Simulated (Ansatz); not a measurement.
# A computed series for C: pressure series

Consider C (space group I4/mmm, No. 139; a = 4.356 Å, c = 2.499 Å; a model cell, its experimental status unchecked).

Cell and atoms are relaxed at each pressure.

All numbers come from DFT with PBEsol, PAW potentials and a 420 eV plane-wave cutoff in Ansatz (an electronic-structure program), no SOC.

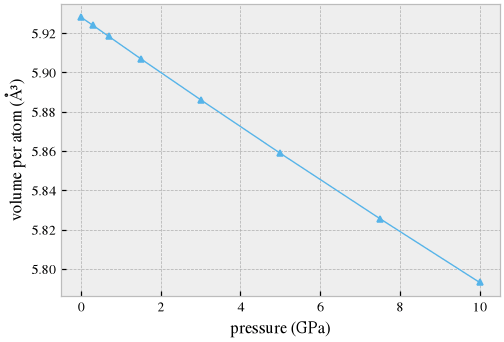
Fig. 1. Volume per atom against pressure

Question: From the plot, what is the volume per atom for pressure 3 GPa?

Answer: About 5.89 Å³.

Question: Is the trend monotonic over the range shown?

Answer: Yes, it falls throughout, spanning 5.79 Å³ to 5.93 Å³.

Load acts through the strain it causes; cell and atoms are relaxed under it. Stability against distortions was not tested. Competing high-pressure phases were not computed. This is not the structure that C has at room temperature and ambient pressure.
